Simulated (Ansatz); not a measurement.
## Electronic structure of FH$_{3}$Si···HBr in real space

The calculation's input:

```
crystal:
  periodic: [false, false, false]
  atoms:
    - { symbol: Si, position_ang: [0.0, 0.0, 0.0] }
    - { symbol: F, position_ang: [0.0, 0.0, 1.94] }
    - { symbol: H, position_ang: [1.3768, 0.0, -0.4862] }
    - { symbol: H, position_ang: [-0.6877, 1.1914, -0.4862] }
    - { symbol: H, position_ang: [-0.6877, -1.1914, -0.4862] }
    - { symbol: Br, position_ang: [-2.4768, 0.0, 0.823] }
    - { symbol: H, position_ang: [-1.1556, 0.0, 1.9089] }
basis:
  gaussian: { orbitals: def2-SVP }
hamiltonian:
  xc: hf
relax:
  f_tol: 0.15
  max_steps: 25
  restrain:
    - { distance: [0, 5], at: 3.51, k: 30.0 }
    - { distance: [6, 1], at: 2.12, k: 30.0 }
    - { distance: [0, 1], at: 1.59, k: 30.0 }
    - { distance: [6, 5], at: 1.55, k: 30.0 }
output:
  orbitals: {}
```

Command:

```sh
ansatz run input.yaml --threads 1 --pin off --max-ram 2048MiB --backend cpu --events-out ev --progress --plain --runs-dir out
```

The fields are those of the run's last geometry, not of the input's.

Not at a stationary point (largest force 1.9 eV/Å).

These are results of RHF/def2-SVP in Ansatz 0.2.0, not measurements.

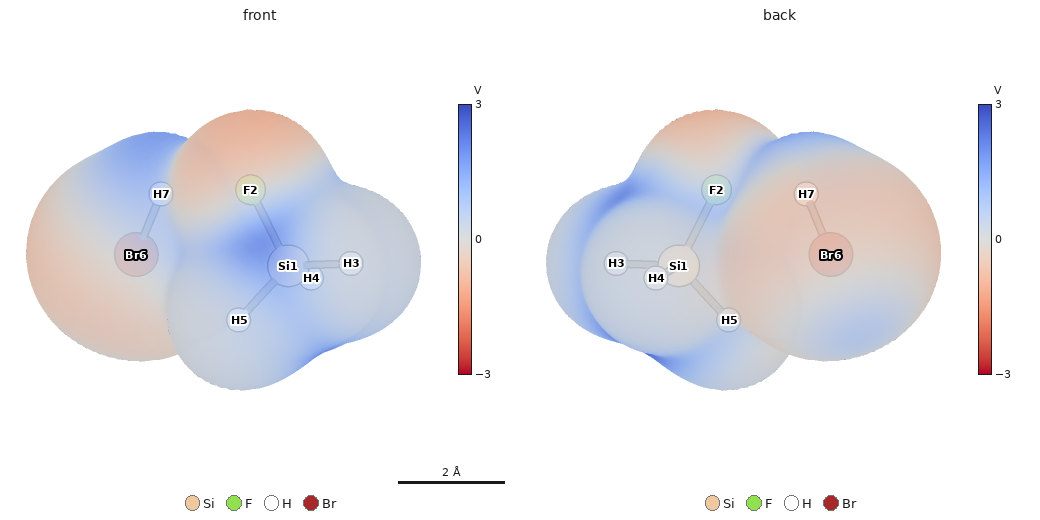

Figure 1. The molecular electrostatic potential painted on the density surface at 0.002 e/bohr³, seen from the front and from behind; the colour scale runs from red (negative) to blue (positive).

Which sites attract a positive test charge, and which a negative one?

Answer. A positive charge is drawn to the negative regions and a negative charge to the positive ones. The most negative region (about −0.9 V, or −21 kcal/mol for a unit charge) lies over F2, the most positive (about +2.3 V, or +53 kcal/mol for a unit charge) over Si1. Br6 shows a σ-hole: about +0.7 V, or +16 kcal/mol for a unit charge at the tip opposite its bond, against about −0.3 V, or −7 kcal/mol for a unit charge on its flanks.

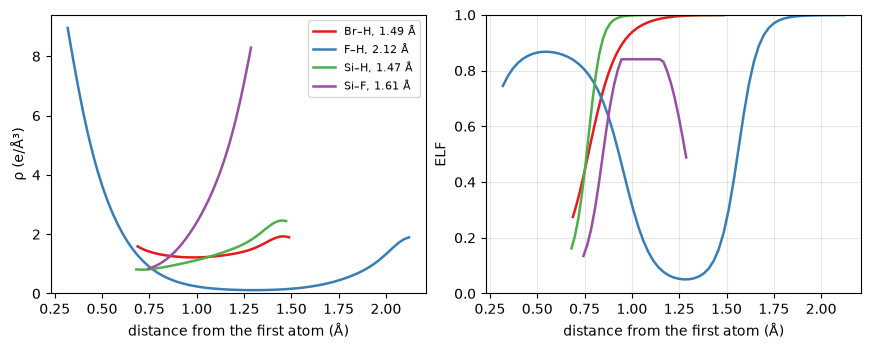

Figure 2. Total electron density and electron localisation function along straight lines between neighbouring atoms. The curves leave out the atomic cores.

What can be read from the curves?

Answer. Br–H (1.49 Å): ρ is about 1.4 e/Å³ halfway; the ELF climbs to about 1 towards the hydrogen, as it does in any bond to H.
F2···H7 (2.12 Å): the density falls to about 0.11 e/Å³ on the way; the ELF dips to about 0.05 between them.
Si–H (1.47 Å): the density is about 0.81 e/Å³ at the midpoint; the ELF climbs to about 1 towards the hydrogen.
Si–F (1.61 Å): the density is about 1 e/Å³ at the midpoint; the ELF peaks at about 0.85 in the valence shell of F, 0.6 Å from its nucleus, and is about 0.30 at the midpoint.

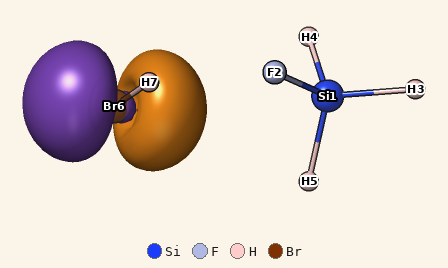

Figure 3. The HOMO at ±0.2 Å⁻³ᐟ² (orange and purple are the two phases), seen from one side.

Describe this orbital and give its energy.

Answer. By Hirshfeld shares it lies mainly on Br6 (about 90 %); largely a lone pair of Br6. Its energy is −11.58 eV.
